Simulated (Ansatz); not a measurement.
# AlSiH+ (doublet): one geometry, many settings

Aim: run AlSiH+ (doublet) at one geometry under a spread of methods and options, and see what each costs and gives.

Method: the settings change from run to run; program: Ansatz 0.2.0, Gaussian basis.

14 further runs of the same task are left out: 7 that didn't finish, 7 set aside as unsound or not needed. Runs told in other sessions of the task aren't counted.

## (1) The system

The geometry is a PBE0/def2-TZVP stationary point (not a proven minimum) of the parent state, kept for this charge and spin.

3 atoms, charge 1, spin multiplicity 2.

Atoms are counted from 1 here; the program's logs count them from 0.

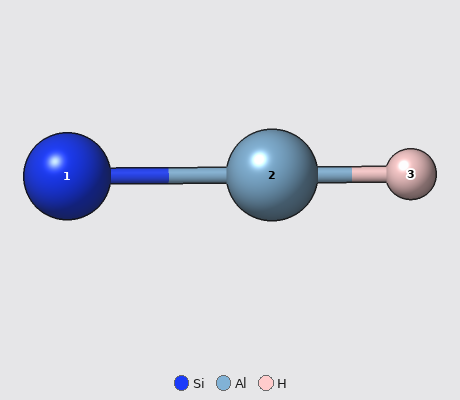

The geometry (silicon blue, aluminium light blue, hydrogen pink); atoms are numbered from 1 in the order of the file.

As a file:

```xyz
3
AlHSi
Si    0.0000    0.0000    2.1008
Al    0.0000    0.0000   -0.2530
H     0.0000    0.0000   -1.8478
```

## (2) CCSDT(Q) on ROHF/6-31G

The input, in.yaml:

```yaml
crystal:
  periodic: [false, false, false]
  atoms:
    - {symbol: Si, position_ang: [0.000000, 0.000000, 2.100805]}
    - {symbol: Al, position_ang: [0.000000, 0.000000, -0.252999]}
    - {symbol: H, position_ang: [0.000000, 0.000000, -1.847805]}
basis:
  gaussian: {orbitals: 6-31G}
total_charge: 1
magnetization: {spin_polarized: false, initial_magnetization: 1}
correlation: {method: ccsdt_q, electrons: outside_noble_gas}
scf: {lower_state_search: off}
output: {forces: true}
```

Started as:

```
ansatz run in.yaml --threads 1 --pin off --events-out ev --progress --plain --max-ram 2393MiB
```

The log of the run, shortened:

```text
Functional definition: HF
  name "HF"
  cite "Fock, Z. Phys. 61, 126 (1930) doi:10.1007/BF01340294"
  parent pbe
[...]
540 factors; integrals over basis functions are off by at most 6.1e-8 eV
[...]
mean field -14450.06753072 eV, -531.0301871464 hartree, gradient 4.3e-6 eV, S^2 0.750000; 0 other end points of the search recorded, 0 dependent functions left out
10 core orbitals not correlated: weight in the atoms' cores, before any rotation towards them, 1.000 or more for the frozen orbitals, at most 0.000 for the correlated occupied ones
reference -14450.06753072 eV, -531.0301871464 hartree; 4, 3 occupied and 14, 15 virtual orbitals, 540 factors
second order -1.39567261 eV of doubles, -0.00701211 eV of singles
cycle   1  -1.80359997 eV  change   -4.0e-1 eV  update   7.7e-2
[...]
cycle  16  -2.14512736 eV  change    3.2e-7 eV  update   7.5e-7
perturbative correction -0.00257666 eV, -0.0000946905 hartree
[...]
Total energy: -14452.21523474 eV, -531.1091138133 hartree
Atom 0 at     0.000000     0.000000     2.100805 Å, force    -0.000000     0.000000     2.742628 eV/Å
Atom 1 at     0.000000     0.000000    -0.252999 Å, force     0.000000     0.000000    -2.490182 eV/Å
Atom 2 at     0.000000     0.000000    -1.847805 Å, force     0.000000    -0.000000    -0.252446 eV/Å
Dipole moment:    -0.000000    -0.000000    -0.263500 e Å
Checks for a lower state left out: starts, cluster_reference, orbital_swaps, neighbouring_geometries, increment
```

Run time: 7.5 s. Hardware: 1 thread of INTEL XEON PLATINUM 8581C at 2.10GHz, shared host.

From the report: correlation -2.1477 eV; T1 0.027; largest double amplitude 0.09.

## (3) CCSD/6-31G

Changes to in.yaml since step 2:

```diff
@@ -10,4 +10,5 @@
 magnetization: {spin_polarized: false, initial_magnetization: 1}
-correlation: {method: ccsdt_q, electrons: outside_noble_gas}
-scf: {lower_state_search: off}
+hamiltonian: {xc: {name: r2SCAN}}
+correlation: {method: ccsd, electrons: valence}
+scf: {omitted_lower_state_checks: [cluster_reference]}
 output: {forces: true}
```

Same command.

The log of the run, shortened:

```text
Functional definition: r2SCAN
  name "r2SCAN"
  cite "Furness, Kaplan, Ning, Perdew & Sun, J. Phys. Chem. Lett. 11, 8208 (2020) doi:10.1021/acs.jpclett.0c02405"
  cite "Furness, Kaplan, Ning, Perdew & Sun, J. Phys. Chem. Lett. 11, 9248 (2020) doi:10.1021/acs.jpclett.0c03077"
  parent r2scan
[...]
310 factors; integrals over basis functions are off by at most 1.4e-4 eV
[...]
mean field -14476.93799445 eV, -532.0176584752 hartree, gradient 2.7e-6 eV, S^2 0.750000; 3 other end points of the search recorded, 0 dependent functions left out
10 core orbitals not correlated: weight in the atoms' cores, before any rotation towards them, 1.000 or more for the frozen orbitals, at most 0.000 for the correlated occupied ones
reference -14449.81490345 eV, -531.0209032655 hartree; 4, 3 occupied and 14, 15 virtual orbitals, 310 factors
second order -1.54221115 eV of doubles, -0.13178917 eV of singles
cycle   1  -2.04367563 eV  change   -3.7e-1 eV  update   6.8e-2
[...]
cycle  13  -2.27058380 eV  change    2.8e-7 eV  update   9.2e-7
[...]
Total energy: -14452.08548725 eV, -531.1043456811 hartree
Atom 0 at     0.000000     0.000000     2.100805 Å, force    -0.000000    -0.000000     2.729087 eV/Å
Atom 1 at     0.000000     0.000000    -0.252999 Å, force    -0.000000    -0.000000    -2.516623 eV/Å
Atom 2 at     0.000000     0.000000    -1.847805 Å, force    -0.000000     0.000000    -0.212464 eV/Å
Dipole moment:     0.000000    -0.000000    -0.283314 e Å
Checks for a lower state left out: cluster_reference
```

Run time: 4.2 s. Hardware: 1 thread of INTEL XEON PLATINUM 8581C at 2.10GHz, shared host.

From the report: correlation -2.2706 eV; T1 0.021; largest double amplitude 0.08. The orbitals are Kohn-Sham ones, so correlation energy and T1 don't compare with those on Hartree-Fock orbitals.

## (4) NEVPT4(SD)(3,5)/6-31G

Changes to in.yaml since step 3:

```diff
@@ -10,5 +10,3 @@
 magnetization: {spin_polarized: false, initial_magnetization: 1}
-hamiltonian: {xc: {name: r2SCAN}}
-correlation: {method: ccsd, electrons: valence}
-scf: {omitted_lower_state_checks: [cluster_reference]}
-output: {forces: true}
+hamiltonian: {pseudopotentials: {relativity: scalar}}
+correlation: {method: fic_nevpt4_sd, electrons: outside_noble_gas, active_space: {window: {electrons: 3, orbitals: 5}}}
```

The command is unchanged.

The log of the run:

```text
Functional definition: HF
  name "HF"
  cite "Fock, Z. Phys. 61, 126 (1930) doi:10.1007/BF01340294"
  parent pbe
  exchange = exact_x
  correlation = 0
313 factors; integrals over basis functions are off by at most 1.4e-4 eV
mean field evaluation 1: about -14475.3423 eV, gradient 6.5e0 eV
mean field evaluation 2: about -14475.3440 eV, gradient 6.5e0 eV
mean field evaluation 4: about -14475.7019 eV, gradient 3.4e-1 eV
mean field evaluation 8: about -14475.7031 eV, gradient 3.9e-4 eV
mean field evaluation 16: about -14473.5600 eV, gradient 1.0e-1 eV
mean field evaluation 32: about -14475.5314 eV, gradient 3.2e0 eV
mean field -14475.70314683 eV, -531.9722786619 hartree, gradient 2.2e-6 eV, S^2 0.750000; 5 other end points of the search recorded, 0 dependent functions left out
reference -14475.70314683 eV, -531.9722786619 hartree; 14, 13 occupied and 14, 15 virtual orbitals, 313 factors
state -14476.36317976 eV, -531.9965344249 hartree
state -14476.36317976 eV, -531.9965344249 hartree; corrected -14477.71137442 eV, -532.0460796648 hartree
Total energy: -14477.71137442 eV, -532.0460796648 hartree
Relativity: scalar
```

Wall time 1.1 s (1 thread of INTEL XEON PLATINUM 8581C at 2.10GHz, shared host).

From the report: 14 determinants; active occupations 1.92, 1.00, 0.06, 0.02, 0.01.

## (5) CCSD on ROHF/6-31G

The input, in.yaml:

```yaml
crystal:
  periodic: [false, false, false]
  atoms:
    - {symbol: Si, position_ang: [0.000000, 0.000000, 2.100805]}
    - {symbol: Al, position_ang: [0.000000, 0.000000, -0.252999]}
    - {symbol: H, position_ang: [0.000000, 0.000000, -1.847805]}
basis:
  gaussian: {orbitals: 6-31G, fitting: {mean_field: def2-universal-jkfit}}
total_charge: 1
magnetization: {spin_polarized: false, initial_magnetization: 1}
correlation: {method: ccsd, electrons: outside_noble_gas}
output: {forces: true}
```

Launched as before.

The log of the run, shortened:

```text
Functional definition: HF
  name "HF"
  cite "Fock, Z. Phys. 61, 126 (1930) doi:10.1007/BF01340294"
  parent pbe
[...]
274 factors; integrals over basis functions are off by at most 9.0e-2 eV
[...]
mean field -14450.06767714 eV, -531.0301925271 hartree, gradient 2.2e-6 eV, S^2 0.750000; 5 other end points of the search recorded, 0 dependent functions left out
[...]
determinant -14450.06767714 eV, -531.0301925271 hartree, with singles and doubles -14452.13239312 eV, -531.1060694399 hartree
determinant -14447.94733517 eV, -530.9522713971 hartree, with singles and doubles -14450.32864858 eV, -531.0397830508 hartree
10 core orbitals not correlated: weight in the atoms' cores, before any rotation towards them, 1.000 or more for the frozen orbitals, at most 0.000 for the correlated occupied ones
reference -14450.06767714 eV, -531.0301925271 hartree; 4, 3 occupied and 14, 15 virtual orbitals, 274 factors
second order -1.39481111 eV of doubles, -0.00701278 eV of singles
cycle   1  -2.06559067 eV  change   -3.4e-2 eV  update   2.3e-2
[...]
cycle  12  -2.08274624 eV  change   -4.5e-7 eV  update   7.2e-7
[...]
Total energy: -14452.15042338 eV, -531.1067320398 hartree
Atom 0 at     0.000000     0.000000     2.100805 Å, force     0.000000     0.000000     2.733720 eV/Å
Atom 1 at     0.000000     0.000000    -0.252999 Å, force    -0.000000    -0.000000    -2.519358 eV/Å
Atom 2 at     0.000000     0.000000    -1.847805 Å, force     0.000000     0.000000    -0.214362 eV/Å
Dipole moment:     0.000000     0.000000    -0.279117 e Å
```

Run time: 1.3 s. Hardware: 1 thread of INTEL XEON PLATINUM 8581C at 2.10GHz, shared host.

From the report: correlation -2.0827 eV; T1 0.027; largest double amplitude 0.08.

## (6) BCCD(T) on UHF/6-31G*

The input, in.yaml:

```yaml
crystal:
  periodic: [false, false, false]
  atoms:
    - {symbol: Si, position_ang: [0.000000, 0.000000, 2.100805]}
    - {symbol: Al, position_ang: [0.000000, 0.000000, -0.252999]}
    - {symbol: H, position_ang: [0.000000, 0.000000, -1.847805]}
basis:
  gaussian: {orbitals: "6-31G*"}
total_charge: 1
magnetization: {spin_polarized: true, initial_magnetization: 1}
correlation: {method: bccd_t, electrons: all}
output: {forces: true}
```

Same command.

The log of the run, shortened:

```text
Functional definition: HF
  name "HF"
  cite "Fock, Z. Phys. 61, 126 (1930) doi:10.1007/BF01340294"
  parent pbe
[...]
362 factors; integrals over basis functions are off by at most 1.2e-3 eV
[...]
mean field -14450.95435329 eV, -531.0627772747 hartree, gradient 1.4e-6 eV, S^2 1.160379; 14 other end points of the search recorded, 0 dependent functions left out
determinant -14450.95435329 eV, -531.0627772747 hartree, with singles and doubles -14454.58705295 eV, -531.1962765251 hartree
determinant -14449.78402554 eV, -531.0197685232 hartree, with singles and doubles -14453.39470956 eV, -531.1524587134 hartree
determinant -14449.70698189 eV, -531.0169372211 hartree, with singles and doubles -14453.33237322 eV, -531.1501678951 hartree
determinant -14448.86630838 eV, -530.9860430395 hartree, with singles and doubles -14452.67052296 eV, -531.1258453468 hartree
determinant -14447.53760919 eV, -530.9372142449 hartree, with singles and doubles -14451.01185953 eV, -531.0648905901 hartree
reference -14450.95435329 eV, -531.0627772747 hartree; 14, 13 occupied and 26, 27 virtual orbitals, 362 factors
second order -2.72199252 eV of doubles, -0.00000000 eV of singles
cycle   1  -3.68278969 eV  change   -5.0e-2 eV  update   2.4e-2
[...]
cycle  20  -3.68909803 eV  change    2.7e-7 eV  update   3.7e-7
perturbative correction -0.12180958 eV, -0.0044764194 hartree
[...]
Total energy: -14454.76526089 eV, -531.2028255460 hartree
Atom 0 at     0.000000     0.000000     2.100805 Å, force    -0.000000    -0.000000     1.684203 eV/Å
Atom 1 at     0.000000     0.000000    -0.252999 Å, force     0.000000    -0.000000    -1.820676 eV/Å
Atom 2 at     0.000000     0.000000    -1.847805 Å, force    -0.000000    -0.000000     0.136472 eV/Å
Dipole moment:     0.000000     0.000000    -0.278602 e Å
```

It took 16 s on 1 thread of INTEL XEON PLATINUM 8581C at 2.10GHz, shared host; peak memory 0.25 GiB.

From the report: ⟨S²⟩ of the determinant 1.160 (pure doublet: 0.75); correlation -3.8109 eV; largest double amplitude 0.08.

## (7) The runs in one table

Where basis and cores are those of an earlier FCI/6-31G run (-14452.2161 eV), and the records show the same count of frozen orbitals and kind of state, the miss against it is given; a blank cell means that this couldn't be shown.

```csv
level,correlated,functions,energy (eV),from FCI (meV),time
CCSDT(Q) on ROHF/6-31G,outside noble gas,28,-14452.2152,0.9,7.5 s
CCSD/6-31G (on r2SCAN orbitals),valence,28,-14452.0855,130.6,4.2 s
"NEVPT4(SD)(3,5)/6-31G (relativity set)",outside noble gas,28,-14477.7114,,1.1 s
CCSD on ROHF/6-31G,outside noble gas,28,-14452.1504,65.7,1.3 s
BCCD(T) on UHF/6-31G*,all,40,-14454.7653,,16 s
```

## (8) What came out

| quantity | value |
| --- | --- |
| runs | 5 |
| quickest | NEVPT4(SD)(3,5)/6-31G (relativity set), 1.1 s |
| slowest | BCCD(T) on UHF/6-31G*, 16 s |

**Reading.** Total energies in different bases, with other cores or another treatment of relativity can't be set against each other. BCCD(T) on UHF/6-31G* took 15 times as long as NEVPT4(SD)(3,5)/6-31G (relativity set); the jobs differ in more than the method. Among the correlated runs with a miss given, it spans +1 to +131 meV. Cores frozen from Kohn-Sham orbitals shift the total energy.
